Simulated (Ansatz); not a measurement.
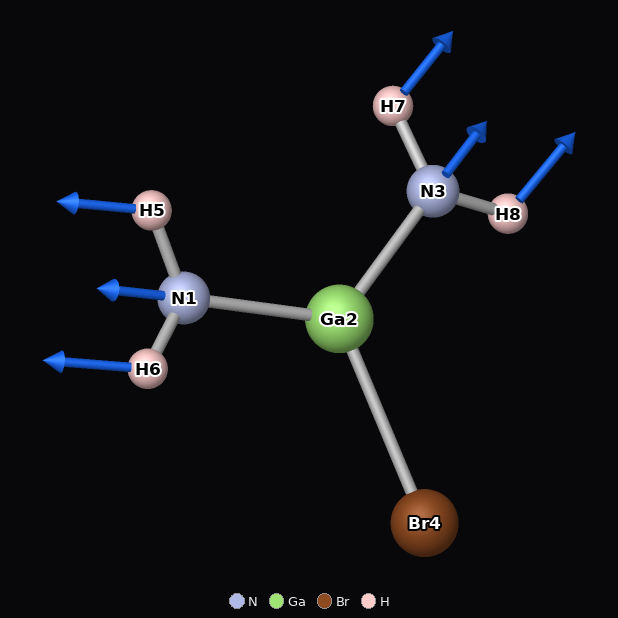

The arrows show one normal mode. Harmonic vibrations computed with RKS PBE0-D4/def2-TZVP (Ansatz 0.2.0) at a stationary point of the same level.

> At what wavenumber does it lie?

690 cm⁻¹; it is mode 9 of 18 counted from the lowest.
